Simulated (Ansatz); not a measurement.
**AlFH5NSi: two geometries relaxed**

Are the two ends of the rotation by 120° about the Si2–N3 bond separate minima, and which lies lower? Each is relaxed from a guess. SMILES of the start: F[SiH2][NH][AlH2].

Method: RKS PBE0/6-31G*, in Ansatz 0.2.0.

## 1. The structure to begin with

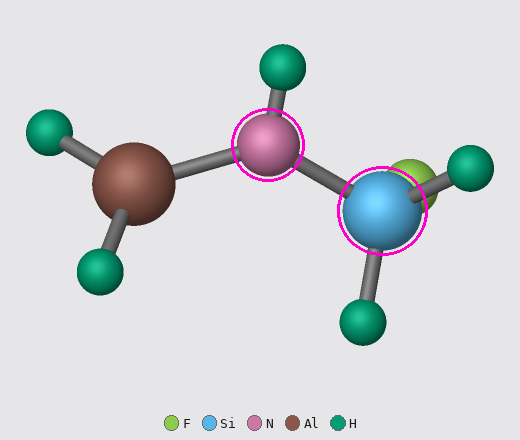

Start, viewed from a chosen angle; fluorine green, silicon blue, nitrogen pink, aluminium brown, hydrogen teal. Ringed: Si2, N3.

Structure file:

```xyz
9

F    -2.3206   -0.3195    0.8107
Si   -1.3421    0.5008   -0.1740
N     0.2953    0.3359    0.3869
Al    1.6596   -0.7349   -0.0924
H    -1.4633   -0.1512   -1.4653
H    -1.7847    1.8815   -0.0476
H     0.4536    0.9206    1.2034
H     2.2973   -1.7172    0.9113
H     2.2049   -0.7160   -1.5329
```

## 2. Relaxing end A

File input.yaml:

```yaml
crystal:
  periodic: [false, false, false]
  atoms:
    - { symbol: F, position_ang: [-2.32064, -0.31954, 0.81067] }
    - { symbol: Si, position_ang: [-1.34208, 0.50082, -0.17404] }
    - { symbol: "N", position_ang: [0.29529, 0.33588, 0.38688] }
    - { symbol: Al, position_ang: [1.65959, -0.73488, -0.09239] }
    - { symbol: H, position_ang: [-1.46329, -0.1512, -1.46527] }
    - { symbol: H, position_ang: [-1.78467, 1.88152, -0.04765] }
    - { symbol: H, position_ang: [0.45364, 0.92063, 1.20339] }
    - { symbol: H, position_ang: [2.29728, -1.7172, 0.91128] }
    - { symbol: H, position_ang: [2.20489, -0.71603, -1.53287] }
basis:
  gaussian: { orbitals: "6-31G*" }
hamiltonian:
  xc: pbe0
relax:
  f_tol: 0.015
  max_steps: 40
```

The run is started by

```
> ansatz run input.yaml --threads 1 --pin off --max-ram 2048MiB --backend cpu --events-out ev --progress --plain --runs-dir out
```

Standard output (excerpt; [...] marks lines left out):

```text
Warning: RAYON_NUM_THREADS=1 ignored (pool sized by the plan → 1); use --threads N
[...]
Functional definition: PBE0
[...]
810 factors; integrals over basis functions are off by at most 5.8e-4 eV
[...]
mean field -18753.37673545 eV, -689.1738835324 hartree, gradient 4.7e-5 eV, S^2 0.000000; 0 other end points of the search recorded, 0 dependent functions left out
[...]
reference -18753.37677392 eV, -689.1738849462 hartree; 24, 24 occupied and 54, 54 virtual orbitals, 810 factors
relax step   1: F+E_penalty+E_count = -18753.37673545 eV  Δ(F+E_penalty+E_count) = +0.000e0 eV  max|allowed force component| = 1.159e0 eV/Å  Δτ_max = 0.0000 Å  (23 SCF iters, accepted)
[...]
relax step   4: F+E_penalty+E_count = -18753.67806499 eV  Δ(F+E_penalty+E_count) = -6.842e-2 eV  max|allowed force component| = 4.633e-1 eV/Å  Δτ_max = 0.2000 Å  (26 SCF iters, accepted)
[...]
relax step   7: F+E_penalty+E_count = -18753.75225933 eV  Δ(F+E_penalty+E_count) = +1.233e-3 eV  max|allowed force component| = 3.198e-1 eV/Å  Δτ_max = 0.2000 Å  (26 SCF iters, rejected (line search))
[...]
relax step  10: F+E_penalty+E_count = -18753.76232957 eV  Δ(F+E_penalty+E_count) = -1.324e-3 eV  max|allowed force component| = 3.536e-2 eV/Å  Δτ_max = 0.0489 Å  (27 SCF iters, accepted)
[...]
relax step  13: F+E_penalty+E_count = -18753.76315667 eV  Δ(F+E_penalty+E_count) = -2.461e-4 eV  max|allowed force component| = 4.050e-3 eV/Å  Δτ_max = 0.0244 Å  (23 SCF iters, accepted)
[...]
relax step  14: F+E_penalty+E_count = -18753.76322140 eV  Δ(F+E_penalty+E_count) = -6.473e-5 eV  max|allowed force component| = 5.780e-3 eV/Å  Δτ_max = 0.0185 Å  (23 SCF iters, accepted)
810 factors; integrals over basis functions are off by at most 6.1e-4 eV
mean field -18753.76322140 eV, -689.1880866292 hartree, gradient 1.5e-5 eV, S^2 0.000000; 1 other end points of the search recorded, 0 dependent functions left out
[...]
reference -18753.76325885 eV, -689.1880880055 hartree; 24, 24 occupied and 54, 54 virtual orbitals, 810 factors
Total energy: -18753.76325885 eV, -689.1880880055 hartree
Atom 0 at    -2.470274    -0.386720     0.387525 Å, force     0.005081     0.002027    -0.001674 eV/Å
Atom 1 at    -1.270349     0.532479    -0.178141 Å, force    -0.005780     0.002164    -0.001010 eV/Å
Atom 2 at     0.235394     0.192617     0.578724 Å, force     0.002117    -0.001982    -0.000911 eV/Å
Atom 3 at     1.609151    -0.771508    -0.076432 Å, force     0.001290     0.002938     0.000019 eV/Å
Atom 4 at    -1.112003     0.238395    -1.623124 Å, force    -0.000815     0.000163     0.002700 eV/Å
Atom 5 at    -1.683149     1.938363     0.075730 Å, force     0.000798    -0.004115     0.000504 eV/Å
Atom 6 at     0.345139     0.562396     1.518838 Å, force     0.000049     0.000554    -0.001656 eV/Å
Atom 7 at     2.888826    -0.931858     0.852662 Å, force    -0.002606    -0.001766    -0.000137 eV/Å
Atom 8 at     1.457275    -1.374163    -1.535781 Å, force    -0.000135     0.000017     0.002165 eV/Å
Dipole moment:     0.291852     0.170726     0.110923 e Å
```

It took 55 s on 1 thread of an Arm CPU, shared host; peak memory 0.14 GiB.

The steps of the relaxation:

```tsv
step	energy from step 1 (eV)	largest force component (eV/Å)
1	0.0000	1.1594
2	-0.1696	0.4582
3	-0.2329	0.7030
4	-0.3013	0.4633
5	-0.3521	0.2320
6	-0.3768	0.1024
7x	-0.3755	0.3198
8	-0.3843	0.0223
9x	-0.3842	0.0866
10	-0.3856	0.0354
11x	-0.3837	0.1261
12	-0.3862	0.0098
13	-0.3864	0.0040
14	-0.3865	0.0058
```

Step 1 is the start. 3 steps were tried and not accepted (marked x).

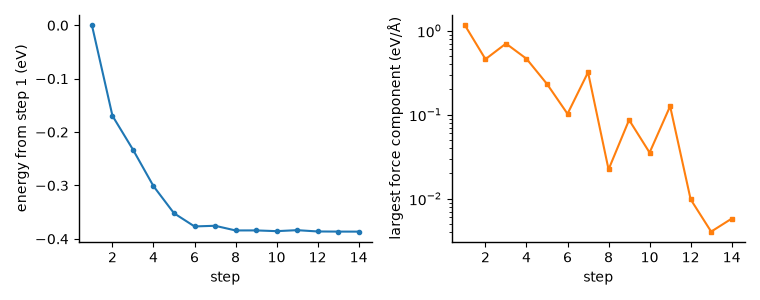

Energy and largest force along the relaxation.

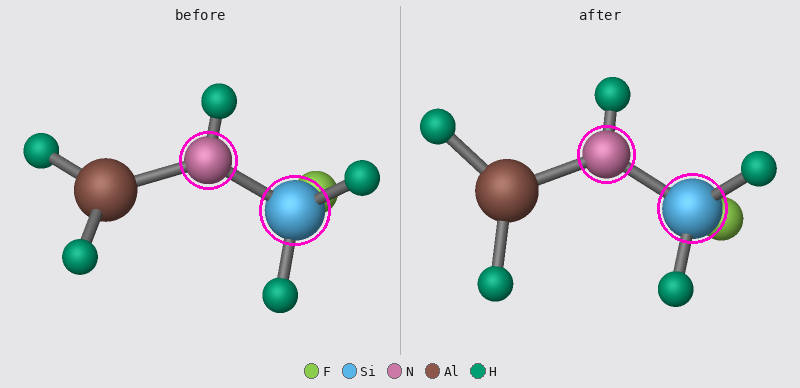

The structure before (left) and after (right), drawn at the same scale.

After: Bond lengths: F1–Si2 1.614 Å, Si2–N3 1.719 Å, N3–Al4 1.802 Å, Si2–H5 1.483 Å, Si2–H6 1.487 Å, N3–H7 1.016 Å, Al4–H8 1.589 Å, Al4–H9 1.586 Å. Angles: F1–Si2–N3 112.6°, F1–Si2–H5 107.9°, F1–Si2–H6 105.8°, N3–Si2–H5 107.2°, N3–Si2–H6 110.8°, H5–Si2–H6 112.5°, Si2–N3–Al4 127.8°, Si2–N3–H7 115.5°, Al4–N3–H7 116.7°, N3–Al4–H8 117.1°, N3–Al4–H9 117.7°, H8–Al4–H9 125.2°.

## 3. End point B

The second end starts from a geometry with the move made by hand.

File input.yaml:

```yaml
crystal:
  periodic: [false, false, false]
  atoms:
    - { symbol: F, position_ang: [-2.32064, -0.31954, 0.81067] }
    - { symbol: Si, position_ang: [-1.34208, 0.50082, -0.17404] }
    - { symbol: "N", position_ang: [0.29529, 0.33588, 0.38688] }
    - { symbol: Al, position_ang: [1.01469, -0.0761, 1.98384] }
    - { symbol: H, position_ang: [-1.46329, -0.1512, -1.46527] }
    - { symbol: H, position_ang: [-1.78467, 1.88152, -0.04765] }
    - { symbol: H, position_ang: [0.951, 0.61439, -0.3385] }
    - { symbol: H, position_ang: [1.94128, 0.91067, 2.72321] }
    - { symbol: H, position_ang: [0.69539, -1.41941, 2.66666] }
basis:
  gaussian: { orbitals: "6-31G*" }
hamiltonian:
  xc: pbe0
relax:
  f_tol: 0.015
  max_steps: 40
```

The run is started by

```
> ansatz run input.yaml --threads 1 --pin off --max-ram 2048MiB --backend cpu --events-out ev --progress --plain --runs-dir out
```

Standard output (excerpt; [...] marks lines left out):

```text
Warning: RAYON_NUM_THREADS=1 ignored (pool sized by the plan → 1); use --threads N
[...]
[... 1 set-up line as earlier in the session ...]
[...]
810 factors; integrals over basis functions are off by at most 5.8e-4 eV
[...]
mean field -18753.22561475 eV, -689.1683299493 hartree, gradient 3.1e-5 eV, S^2 0.000000; 0 other end points of the search recorded, 0 dependent functions left out
[...]
reference -18753.22565300 eV, -689.1683313550 hartree; 24, 24 occupied and 54, 54 virtual orbitals, 810 factors
relax step   1: F+E_penalty+E_count = -18753.22561475 eV  Δ(F+E_penalty+E_count) = +0.000e0 eV  max|allowed force component| = 1.172e0 eV/Å  Δτ_max = 0.0000 Å  (24 SCF iters, accepted)
[...]
relax step   4: F+E_penalty+E_count = -18753.55951536 eV  Δ(F+E_penalty+E_count) = -7.397e-2 eV  max|allowed force component| = 3.069e-1 eV/Å  Δτ_max = 0.2000 Å  (25 SCF iters, accepted)
[...]
relax step   7: F+E_penalty+E_count = -18753.61994091 eV  Δ(F+E_penalty+E_count) = -7.211e-3 eV  max|allowed force component| = 1.241e-1 eV/Å  Δτ_max = 0.0965 Å  (24 SCF iters, accepted)
[...]
relax step  10: F+E_penalty+E_count = -18753.63915791 eV  Δ(F+E_penalty+E_count) = -5.285e-3 eV  max|allowed force component| = 2.885e-1 eV/Å  Δτ_max = 0.0668 Å  (27 SCF iters, accepted)
[...]
relax step  12: F+E_penalty+E_count = -18753.68629697 eV  Δ(F+E_penalty+E_count) = -1.454e-2 eV  max|allowed force component| = 5.093e-1 eV/Å  Δτ_max = 0.1977 Å  (28 SCF iters, accepted)
[...]
relax step  13: F+E_penalty+E_count = -18753.70071814 eV  Δ(F+E_penalty+E_count) = -1.442e-2 eV  max|allowed force component| = 3.533e-1 eV/Å  Δτ_max = 0.0524 Å  (29 SCF iters, accepted)
[...]
810 factors; integrals over basis functions are off by at most 4.9e-4 eV
mean field -18753.72493261 eV, -689.1866795422 hartree, gradient 7.2e-6 eV, S^2 0.000000; 0 other end points of the search recorded, 0 dependent functions left out
[...]
reference -18753.72497002 eV, -689.1866809170 hartree; 24, 24 occupied and 54, 54 virtual orbitals, 810 factors
```

## 4. More of the same log: end point B relaxed

Output, continued (excerpt; [...] marks lines left out):

```text
relax step  14: F+E_penalty+E_count = -18753.72493261 eV  Δ(F+E_penalty+E_count) = -2.421e-2 eV  max|allowed force component| = 2.170e-1 eV/Å  Δτ_max = 0.1995 Å  (26 SCF iters, accepted)
[...]
relax step  16: F+E_penalty+E_count = -18753.74614175 eV  Δ(F+E_penalty+E_count) = -1.260e-3 eV  max|allowed force component| = 4.740e-1 eV/Å  Δτ_max = 0.1952 Å  (27 SCF iters, accepted)
[...]
relax step  18: F+E_penalty+E_count = -18753.76164432 eV  Δ(F+E_penalty+E_count) = -4.339e-3 eV  max|allowed force component| = 2.901e-2 eV/Å  Δτ_max = 0.0613 Å  (28 SCF iters, accepted)
[...]
relax step  20: F+E_penalty+E_count = -18753.76274990 eV  Δ(F+E_penalty+E_count) = +3.550e-6 eV  max|allowed force component| = 4.475e-2 eV/Å  Δτ_max = 0.0633 Å  (27 SCF iters, rejected (line search))
[...]
Total energy: -18753.76326607 eV, -689.1880882709 hartree
Atom 0 at    -2.699691     0.759360     0.777887 Å, force     0.013024    -0.002799    -0.004429 eV/Å
Atom 1 at    -1.357230     0.429661    -0.055590 Å, force    -0.008867     0.004361    -0.002686 eV/Å
Atom 2 at     0.073788     0.830104     0.808968 Å, force     0.001825    -0.002364     0.009089 eV/Å
Atom 3 at     1.178266    -0.285156     1.693724 Å, force     0.000944     0.001109    -0.005877 eV/Å
Atom 4 at    -1.323493    -1.031739    -0.306515 Å, force    -0.002425     0.004925    -0.000622 eV/Å
Atom 5 at    -1.454550     1.223116    -1.309660 Å, force     0.000316    -0.004813     0.005050 eV/Å
Atom 6 at     0.299981     1.820074     0.846965 Å, force    -0.003251    -0.002563    -0.003650 eV/Å
Atom 7 at     2.430773     0.366035     2.423989 Å, force    -0.001427    -0.000161     0.002032 eV/Å
Atom 8 at     0.839126    -1.834425     1.666032 Å, force    -0.000138     0.002305     0.001092 eV/Å
Dipole moment:     0.325847     0.130194    -0.060202 e Å
```

Run time: 88 s. Hardware: 1 thread of an Arm CPU, shared host; peak memory 0.14 GiB.

Step by step:

```tsv
step	energy from step 1 (eV)	largest force component (eV/Å)
1	0.0000	1.1722
2	-0.1936	0.4573
3	-0.2599	0.6148
4	-0.3339	0.3069
5	-0.3698	0.1614
6	-0.3871	0.1708
7	-0.3943	0.1241
8	-0.4007	0.1655
9	-0.4083	0.3206
10	-0.4135	0.2885
11	-0.4461	0.1853
12	-0.4607	0.5093
13	-0.4751	0.3533
14	-0.4993	0.2170
15	-0.5193	0.1803
16	-0.5205	0.4740
17	-0.5317	0.1075
18	-0.5360	0.0290
19	-0.5371	0.0276
20x	-0.5371	0.0448
21	-0.5375	0.0168
22	-0.5376	0.0130
```

Step 1 is the start. 1 step was tried and not accepted (marked x).

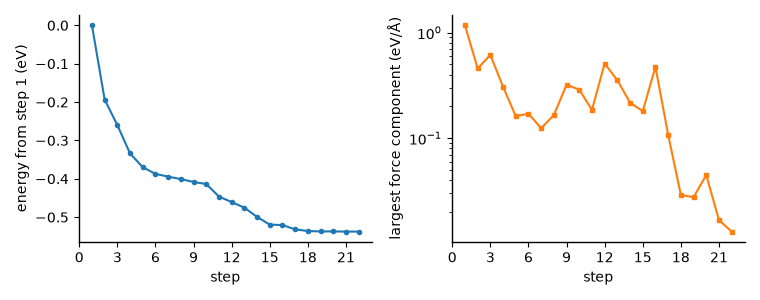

Energy and largest force along the relaxation.

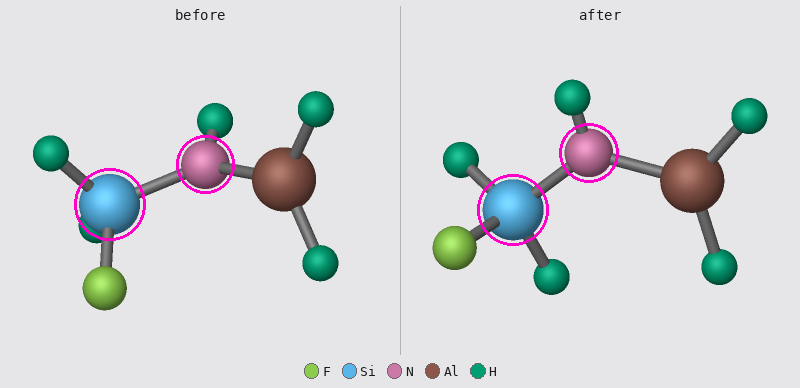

Before and after, at one scale.

After: Bond lengths: F1–Si2 1.614 Å, Si2–N3 1.719 Å, N3–Al4 1.802 Å, Si2–H5 1.483 Å, Si2–H6 1.487 Å, N3–H7 1.016 Å, Al4–H8 1.589 Å, Al4–H9 1.586 Å. Angles: F1–Si2–N3 112.6°, F1–Si2–H5 107.9°, F1–Si2–H6 105.8°, N3–Si2–H5 107.2°, N3–Si2–H6 110.7°, H5–Si2–H6 112.6°, Si2–N3–Al4 127.8°, Si2–N3–H7 115.5°, Al4–N3–H7 116.6°, N3–Al4–H8 117.1°, N3–Al4–H9 117.7°, H8–Al4–H9 125.2°.

## 5. Summary of results

```
                           quantity                     value
                              end A  10 moves, 0.386 eV lower
                              end B  20 moves, 0.538 eV lower
largest difference between the ends                    0.01 Å
            end B relative to end A                 -0.000 eV
```

**Reading.** The two relaxations end at one structure, within 0.01 Å: no second minimum was found from this start, which doesn't rule one out.
